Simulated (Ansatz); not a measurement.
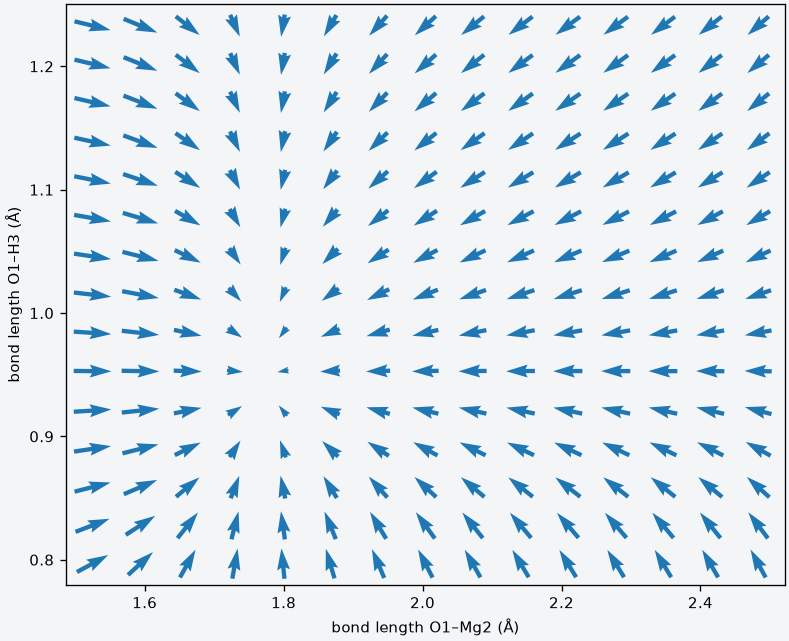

HMgO, SMILES [OH][Mg], spin multiplicity 2. The first coordinate is: bond length O1–Mg2; the second: bond length O1–H3. Nothing is relaxed (all other coordinates rigid). The grid has 15 × 15 points. Method: UKS PBE0-D4/def2-TZVP (Ansatz).

In the figure: arrows along the force (downhill), their lengths compressed.

The arrows alone are given. Where is the energy lowest?

Answer. The arrows converge at about bond length O1–Mg2 = 1.773 Å, bond length O1–H3 = 0.948 Å (read from the interpolated surface).

The energy map of the same scan:

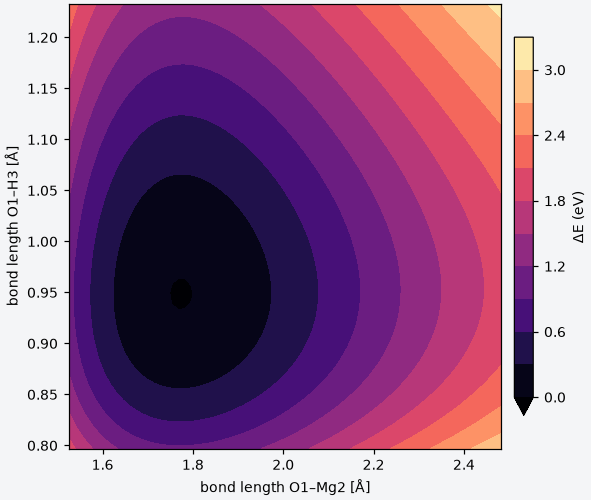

Energies are in eV, from the lowest grid point; between grid points the surface is interpolated.
